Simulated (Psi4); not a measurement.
# Al2H6 ((H2Al-mu-H)2): ACPF/DZ (density fitting, Cartesian functions)

Aim: the energy difference between two shapes of Al2H6 ((H2Al-mu-H)2) at ACPF/DZ (density fitting, Cartesian functions), from 2 runs. 

The calculation is run with Psi4 1.11.

4 further runs of the same task are left out: 4 that didn't finish.

## (1) The molecule

The species is Al2H6 (8 atoms), meant as a singlet with charge 0. Geometry: a GFN2-xTB relaxation, a rough one for these elements and not checked as a minimum.

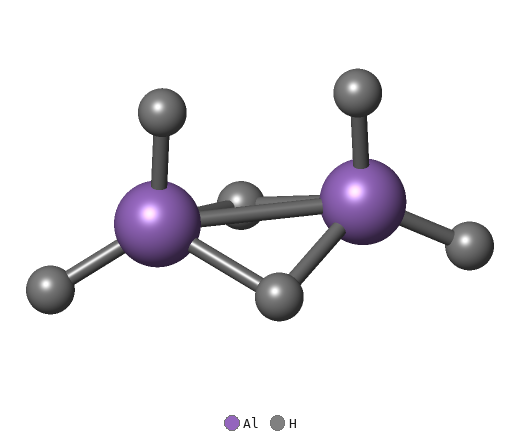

The structure, seen from a chosen angle (aluminium purple, hydrogen grey).

## (2) A single-point energy at ACPF/DZ (density fitting, Cartesian functions)

al2h6.xyz

```xyz
8
Al2H6
Al    -0.352220     0.504670    -1.140050
H     -0.405500     1.657990    -2.182450
H     -1.047740    -0.865200    -1.376770
H     -0.714070     0.919060     0.615110
Al     0.405410    -0.405650     1.163050
H      1.156470    -0.196140     2.508820
H     -0.298360    -1.740920     0.792220
H      1.256010     0.126190    -0.379940
```

run.py

```python
import psi4

psi4.set_memory(1600000000)
psi4.set_num_threads(1)
psi4.set_output_file('psi4.out', False)

with open('al2h6.xyz') as f:
    atoms = ''.join(f.readlines()[2:])
m = psi4.geometry('0 1\n' + atoms + '')

psi4.set_options(dict(basis='DZ', scf_type='disk_df'))

E, wfn = psi4.energy("acpf", return_wfn=True)
print(f'total energy {E:.8f} hartree = {E * 27.211386:.5f} eV')
```

Command:

```bash
python run.py
```

psi4.out:

```text
[...]
  Running in c1 symmetry.
[...]
  Nuclear repulsion =   78.024575075679223
[...]
  Multiplicity = 1
[...]
  Nalpha       = 16
  Nbeta        = 16
[...]
    Number of basis functions: 48
[...]
   @DF-RHF iter   1:  -487.18177122895332   -8.29134e-01   3.43534e-03 DIIS/ADIIS
[...]
   @DF-RHF iter   9:  -487.19774941506989   -1.64846e-12   3.63837e-09 DIIS
[...]
    Orbital Energies [Eh]
    ---------------------
    Doubly Occupied:
       1A    -58.509671     2A    -58.509488     3A     -4.927938
       4A     -4.927748     5A     -3.241888     6A     -3.241209
       7A     -3.240146     8A     -3.239926     9A     -3.239519
      10A     -3.239314    11A     -0.690425    12A     -0.541488
      13A     -0.471816    14A     -0.466901    15A     -0.463865
      16A     -0.415424
[...]
  @DF-RHF Final Energy:  -487.19774941506989
   => Energetics <=
    Nuclear Repulsion Energy =             78.0245750756792233
    One-Electron Energy =                -831.7111150534574335
    Two-Electron Energy =                 266.4887905627083455
    Total Energy =                       -487.1977494150698931
[...]
 Multipole Moments:
 ------------------------------------------------------------------------------------
     Multipole            Electronic (a.u.)      Nuclear  (a.u.)        Total (a.u.)
 ------------------------------------------------------------------------------------
 L = 1.  Multiply by 2.5417464519 to convert [e a0] to [Debye]
 Dipole X            :          0.3317926           -0.1859853            0.1458073
 Dipole Y            :          0.6160527           -0.3462355            0.2698172
 Dipole Z            :          0.1450532           -0.0804310            0.0646222
 Magnitude           :                                                    0.3134280
[...]
      * SCS-MP2 total energy:                 -487.541536689391
[...]
      * MP2 total energy:                     -487.534981330901
[...]
```

On the terminal:

```text
total energy -487.57024797 hartree = -13267.46222 eV
```

Wall time 3.6 s (1 thread of Intel Xeon 6975P-C (Granite Rapids), shared host); peak memory 0.22 GiB.

## (3) The distorted shape at the same level

input.json

```json
{
  "schema_name": "qcschema_input",
  "schema_version": 1,
  "molecule": {
    "schema_name": "qcschema_molecule",
    "schema_version": 2,
    "symbols": ["Al", "H", "H", "H", "Al", "H", "H", "H"],
    "geometry": [-0.6951452, 0.87216152, -2.14040774, -0.76260465, 3.10275077, -4.16068749, -2.02781408, -1.63425405, -2.58129219, -1.29049019, 1.72226615, 1.14930497, 0.80025366, -0.74704842, 2.25790336, 2.20984195, -0.37472324, 4.71277664, -0.59456831, -3.31558307, 1.47688144, 2.39355357, 0.25394896, -0.75968313],
    "molecular_charge": 0,
    "molecular_multiplicity": 1
  },
  "driver": "energy",
  "model": {
    "method": "acpf",
    "basis": "DZ"
  },
  "keywords": {
    "reference": "rhf",
    "scf_type": "disk_df"
  }
}
```

Command:

```bash
psi4 --qcschema input.json -n 1 --memory 1600MB
```

stdout:

```text
[...]
  Running in c1 symmetry.
[...]
  Nuclear repulsion =   77.790720045649081
[...]
  Multiplicity = 1
[...]
  Nalpha       = 16
  Nbeta        = 16
[...]
    Number of basis functions: 48
[...]
   @DF-RHF iter   1:  -487.17952927241060   -8.35550e-01   3.42732e-03 DIIS/ADIIS
[...]
   @DF-RHF iter   9:  -487.19541177968091   -4.94538e-12   7.26971e-09 DIIS
[...]
    Orbital Energies [Eh]
    ---------------------
    Doubly Occupied:
       1A    -58.513401     2A    -58.506670     3A     -4.931426
       4A     -4.924920     5A     -3.245441     6A     -3.243305
       7A     -3.242973     8A     -3.238320     9A     -3.237385
      10A     -3.236528    11A     -0.688674    12A     -0.543089
      13A     -0.473234    14A     -0.466639    15A     -0.459881
      16A     -0.414081
[...]
  @DF-RHF Final Energy:  -487.19541177968091
   => Energetics <=
    Nuclear Repulsion Energy =             77.7907200456490813
    One-Electron Energy =                -831.2403301817032570
    Two-Electron Energy =                 266.2541983563732515
    Total Energy =                       -487.1954117796809101
[...]
 Multipole Moments:
 ------------------------------------------------------------------------------------
     Multipole            Electronic (a.u.)      Nuclear  (a.u.)        Total (a.u.)
 ------------------------------------------------------------------------------------
 L = 1.  Multiply by 2.5417464519 to convert [e a0] to [Debye]
 Dipole X            :          0.3176705           -0.1792080            0.1384625
 Dipole Y            :          0.4921679           -0.2872335            0.2049345
 Dipole Z            :          0.4714174           -0.2383166            0.2331007
 Magnitude           :                                                    0.3398617
[...]
      * SCS-MP2 total energy:                 -487.539203771103
[...]
      * MP2 total energy:                     -487.532636205715
[...]
```

The result, in JSON:

```text
{
 "driver": "energy",
 "model": {
  "method": "acpf",
  "basis": "DZ"
 },
 "success": true,
 "return_result": -487.56799209245,
 "properties": {
  "calcinfo_nbasis": 48,
  "calcinfo_nmo": 48,
  "calcinfo_nalpha": 16,
  "calcinfo_nbeta": 16,
  "calcinfo_natom": 8,
  "nuclear_repulsion_energy": 77.79072004564908,
  "return_energy": -487.56799209245,
  "scf_one_electron_energy": -831.2403301817033,
  "scf_two_electron_energy": 266.25419835637325,
  "scf_dipole_moment": [0.13846252315849483, 0.20493445409425481, 0.23310074296756034],
  "scf_total_energy": -487.1954117796809,
  "scf_iterations": 9,
  "mp2_same_spin_correlation_energy": -0.0702430613296926,
  "mp2_opposite_spin_correlation_energy": -0.2669813647041822,
  "mp2_singles_energy": 0.0,
  "mp2_doubles_energy": -0.3372244260338748,
  "mp2_correlation_energy": -0.3372244260338748,
  "mp2_total_energy": -487.53263620571477
 }
}
```

It took 3.6 s on 1 thread of Intel Xeon 6975P-C (Granite Rapids), shared host; peak memory 0.23 GiB.

## (4) Summary of results

Level: ACPF/DZ (density fitting, Cartesian functions).

```
                                              quantity          value
                             first shape: total energy  -487.57025 Eh
      first shape: HOMO energy (Hartree–Fock orbitals)      -11.30 eV
      first shape: LUMO energy (Hartree–Fock orbitals)        1.74 eV
    first shape: HOMO–LUMO gap (Hartree–Fock orbitals)       13.04 eV
                       first shape: correlation energy     -372.5 mEh
                         distorted shape: total energy  -487.56799 Eh
  distorted shape: HOMO energy (Hartree–Fock orbitals)      -11.27 eV
  distorted shape: LUMO energy (Hartree–Fock orbitals)        1.73 eV
distorted shape: HOMO–LUMO gap (Hartree–Fock orbitals)       12.99 eV
                   distorted shape: correlation energy     -372.6 mEh
                energy change with the atoms displaced       0.061 eV
```

With the atoms displaced the energy rises by 0.06 eV (1.4 kcal/mol). The first shape isn't relaxed at this level, so the change isn't measured from a minimum.
